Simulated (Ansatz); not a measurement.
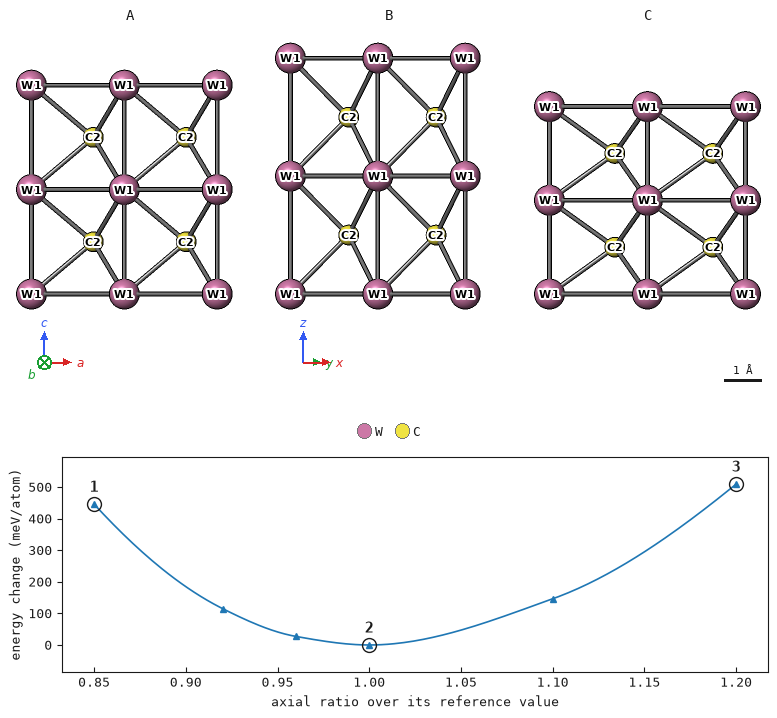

Energy scan for solid WC (P-6m2), in which the ratio of the cell's length along z to its lengths across, counted as 1 for the reference, is changed at fixed volume (a c/a path), with the atoms kept at their fractional coordinates. x, y and z are the Cartesian axes of the input. The frames are shuffled; the numbered points of the plot belong to them. The picture is a ball-and-stick view of the cell of the calculation, repeated 2 × 2 × 2 with one cell outlined, seen along the b axis.

Level of theory: DFT r2SCAN, scalar-relativistic, plane waves, PAW (Ansatz 0.2.0). Set-up: plane-wave cutoff 500 eV; k-point mesh 24 × 24 × 24; occupations gaussian; smearing width 0.15 eV; no spin polarisation. Energies (free energies at the smearing named) are counted from the relaxed crystal.

Match the frames to the points.

Answer. Point 1 is frame C (the relative ratio 0.85, 446 meV/atom); 2 is frame A (the relative ratio 1.00, 0 meV/atom); 3 is frame B (the relative ratio 1.20, 509 meV/atom). Of the computed points the lowest is at the relative ratio 1.00, 0 meV/atom. The end points stand at 446 meV/atom (0.85) and 509 meV/atom (1.20). The distortion keeps the space group P-6m2. At the relative ratio 1.20 the cell of the drawing goes a 2.912 → 2.740 Å, b 2.912 → 2.740 Å, c 2.836 → 3.203 Å.
